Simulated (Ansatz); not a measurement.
## Fields on a plane of TiHg (space group P4/mmm)

```
TiHg
1.0
    2.98407     0.00000     0.00000
    0.00000     2.98407     0.00000
    0.00000     0.00000     4.11248
Ti Hg
1 1
Direct
  0.50000   0.50000   0.50000
  0.00000   0.00000   0.00000
```

The slice is a (010) plane (indices of the conventional cell) through the point (0.500, 0.500, 0.500) (fractional), spanned by u = [100] and v = [001] in vectors of this cell: u (2.98 Å) and v (4.11 Å, at 90° to u). It covers one period; positions are fractions (u, v).

Atoms on it: Ti at (0.00, 0.00).

Calculation: r2SCAN (plane waves to 500 eV, PAW, scalar-relativistic; Ansatz, a program for electronic structure). k mesh 16×16×11. These are valence fields of a PAW run, semicore shells included where kept as valence: close to a nucleus they are smooth pseudo fields. Spin-orbit coupling is left out, though Hg is heavy. TiHg is run without spin polarisation. TiHg was relaxed with its symmetry unable to fall.

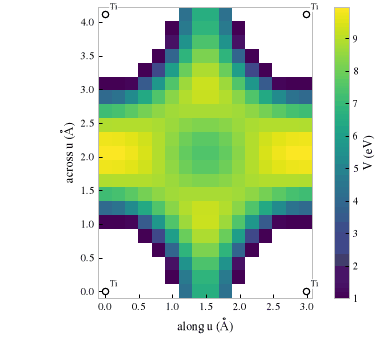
Figure: Electrostatic potential energy of an electron, from the cell's mean, in eV, one period of the plane, atoms marked. Points within 1 Å of a nucleus are left white, as the pseudised field means little there. Values under 1 eV are set to 1. The zero, the cell's mean, hangs on the PAW cores.

```
|@@@#+:....:+#@@|
|@%%*=:....:=*%%|
|##*=:......:=*#|
|==-:........:-=|
|...............|
|    ........   |
|    ........   |
|    ........   |
|    ...::...   |
|    ...::...   |
|    ...::...   |
|    ........   |
|    ........   |
|    ........   |
|...............|
|==-:........:-=|
|##*=:......:=*#|
|@%%*=:....:=*%%|
|@@@#+:....:+#@@|
|@@@#+-....-+#@@|
```
Scale: ten equal steps from -1.03 (start of ' ') to 1.01 (end of '@'), in the order ' .:-=+*#%@'. Values: log₁₀ of the valence density in e/Å³. The map has 15 points along u (one character each, u = 0 at the left) and 20 along v (v = 0 in the bottom row). The scale is logarithmic, as a density can span decades between atoms and voids.

The density on the Ti–Ti line (2.98 Å) at its midpoint is 0.19 e/Å³ and the ELF at that point is 0.3.
